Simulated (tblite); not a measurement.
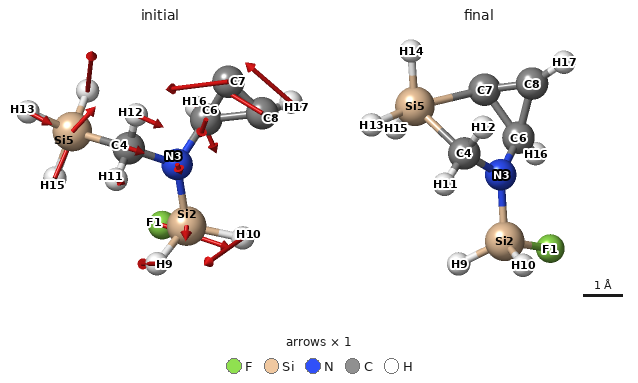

The structure of C4H9FNSi2 (multiplicity 2) before (left) and after (right) a relaxation, at one scale. The red arrows give the displacements, at their true length.

Style: ball-and-stick. Shown face on.

Computed with tblite, GFN2-xTB geometry optimisation, gas phase. 

**Summarise the run.**

Over 266 geometry steps the energy falls by 45.2 kcal/mol. The largest move after the best rigid fit is that of C7, 2.15 Å. By element the largest moves are C 2.15 Å, F 1.96 Å, H 1.92 Å, Si 0.90 Å, N 0.37 Å. Among the contacts that change: Si5–C7 4.275 → 2.012 Å, C4–Si5 1.896 → 2.006 Å, C6–C7 1.418 → 1.510 Å, N3–C6 1.487 → 1.409 Å. New bonds form, among them: Si5–C7 (4.28 → 2.01 Å). Bond angles that change, for instance: C7–C8–H17 123.7° → 155.2°, C4–Si5–H13 109.7° → 89.2°, C6–C8–H17 120.7° → 140.6°. Groups turn about Si2–N3 by about 90°, N3–C6 by about 75°, N3–C4 by about 35°. The run took 2.4 s on 1 thread of Arm Neoverse V1 (shared host).
